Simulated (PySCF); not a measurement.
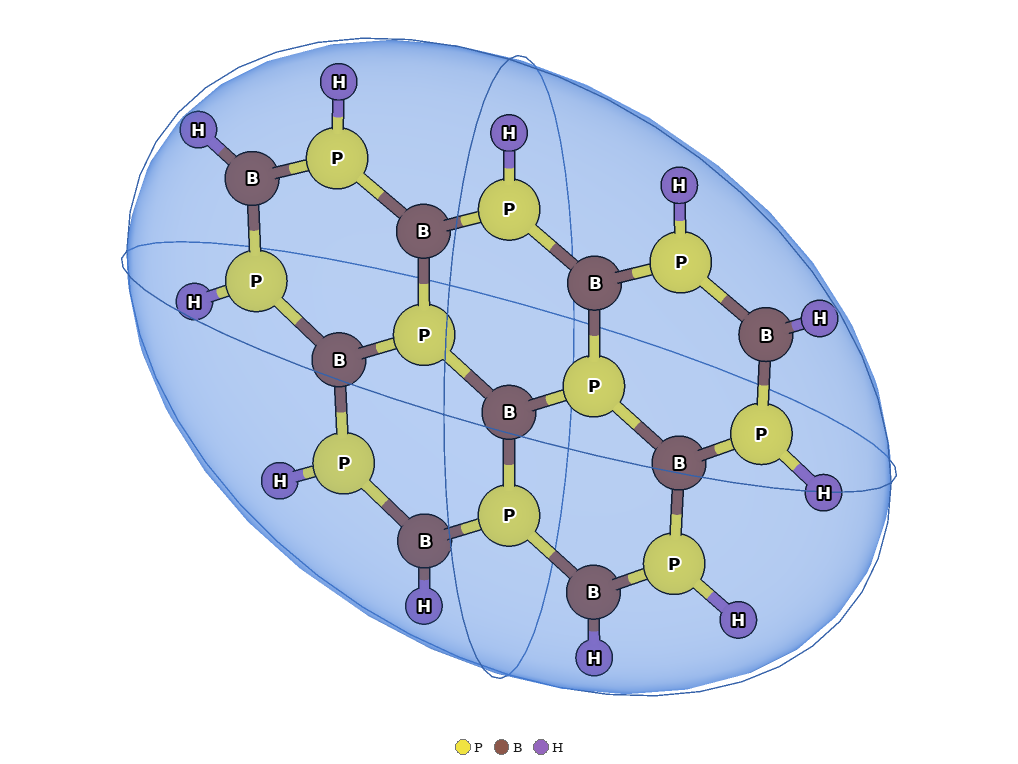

The ellipsoid shows the static dipole polarisability: its half-axes are proportional to the principal values. Geometry: a distorted geometry made from a computed GFN2-xTB structure, not a minimum. Level of theory: CAM-B3LYP/6-31G* (PySCF 2.14.0).

How large and how anisotropic is the polarisability?

Principal values 152.0, 441.4, 574.9 bohr³; mean 389.4 bohr³ (57.71 Å³); anisotropy 374.4 bohr³, so the longest axis is 3.78 times the shortest.
